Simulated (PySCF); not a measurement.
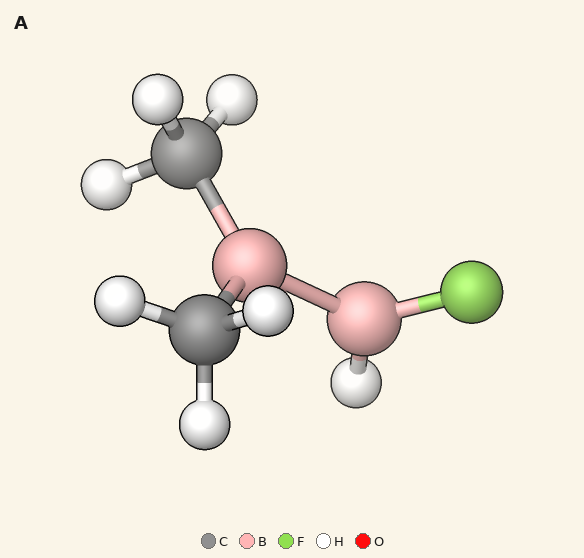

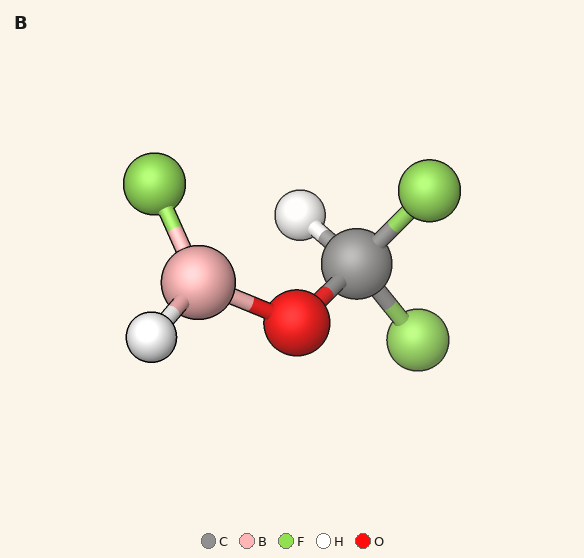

Two related species, optimised with PBE0-D3(BJ)/def2-SVP; properties computed with PySCF 2.14.0. Both: charge 0, singlet.

Question: Identify both.

Answer: A is C2H7B2F (CB(C)BF), B is CH2BF3O (FBOC(F)F).

Compare them. With PBE0/pcSseg-1: dipole moment (D), HOMO–LUMO gap (eV), HOMO energy (Kohn–Sham orbital) (eV). With PBE0/def2-SVPD: lowest vertical singlet excitation (eV), mean static polarisability (bohr³).

```json
{"quantity": "dipole moment (D)", "A": "1.43", "B": "1.37"}
{"quantity": "HOMO–LUMO gap (eV)", "A": "6.55", "B": "10.18"}
{"quantity": "HOMO energy (Kohn–Sham orbital) (eV)", "A": "−7.52", "B": "−10.47"}
{"quantity": "lowest vertical singlet excitation (eV)", "A": "4.85", "B": "8.50"}
{"quantity": "mean static polarisability (bohr³)", "A": "54.7", "B": "33.2"}
```

Each is one conformer, and no frequency run is at hand to confirm it as a minimum.
